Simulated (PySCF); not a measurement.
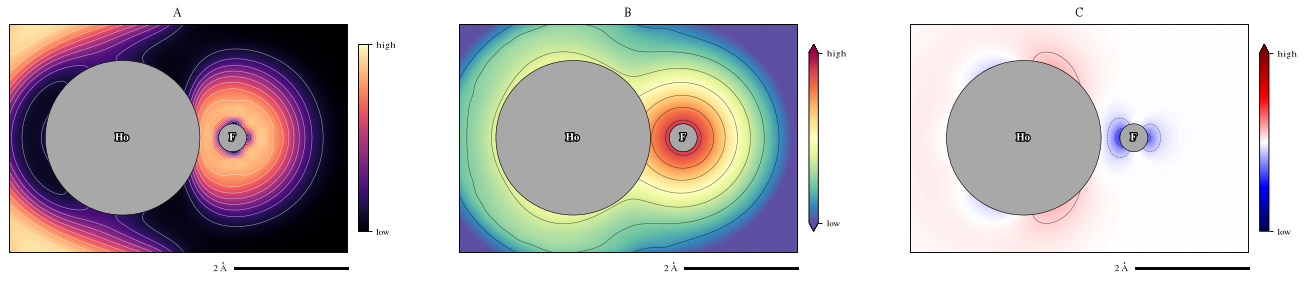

HoF (quintet): 3 fields on a plane that holds the molecular axis, with unlabelled colour scales. Grey discs cover the atomic cores.

The calculation used PBE0/x2c-TZVPall, spin-free X2C-1e, Gaussian nucleus, at a bond length of 1.968 Å (PySCF).

> The panels show electron density, electron localisation function and spin density in some order. Assign them.

Panel A: electron localisation function. Panel B: electron density. Panel C: spin density (confined to the atoms that carry the unpaired spin). From the grid: Ho–F (1.97 Å): ρ at the midpoint is about 0.98 e/Å³, with its minimum of 0.88 e/Å³ about 1.1 Å from Ho; the ELF peaks at about 0.85 in the valence shell of F, 0.5 Å from its nucleus, and drops to about 0.20 between the two atoms.
